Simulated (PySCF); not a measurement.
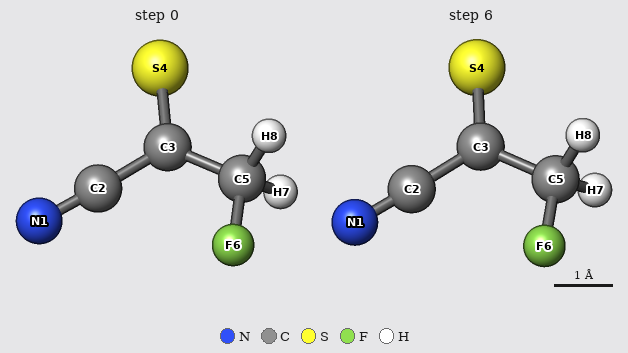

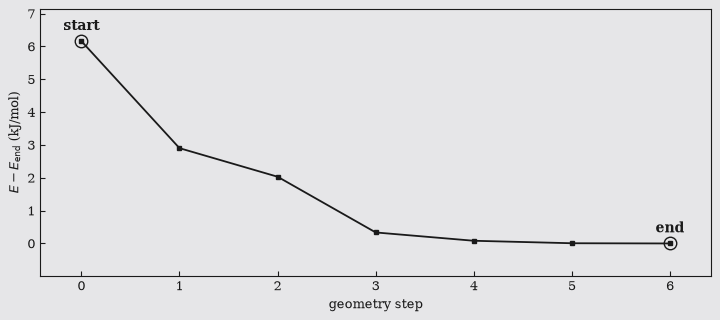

First and last geometry of a relaxation of C3H2FNS, with the history of the run. Style: ball-and-stick. Shown at a tilt.

The start comes from GFN2-xTB. Its atoms were then displaced at random by about 0.01 Å.

All numbers below come from PySCF, PBE0-D3(BJ)/def2-SVP geometry optimisation, gas phase. 

Read the history and describe the run.

Answer. It converged. N1 moves most after the best rigid fit: 0.054 Å. By element the largest moves are N 0.054 Å, S 0.052 Å, F 0.051 Å, C 0.032 Å, H 0.032 Å. Near-neighbour distances that change, for instance: C3–C5 1.486 → 1.509 Å, C5–H8 1.084 → 1.104 Å, N1–C2 1.179 → 1.160 Å, C3–S4 1.636 → 1.623 Å. Bond angles that change, for instance: C2–C3–S4 117.3° → 121.1°, F6–C5–H7 107.3° → 109.9°, C2–C3–C5 118.5° → 116.3°. The energy falls by 6.16 kJ/mol in 6 geometry steps.

| step | E − E(0), kJ/mol |
| --- | --- |
| 0 | 0.00 |
| 1 | -3.26 |
| 2 | -4.13 |
| 3 | -5.83 |
| 4 | -6.08 |
| 5 | -6.16 |
| 6 | -6.16 |
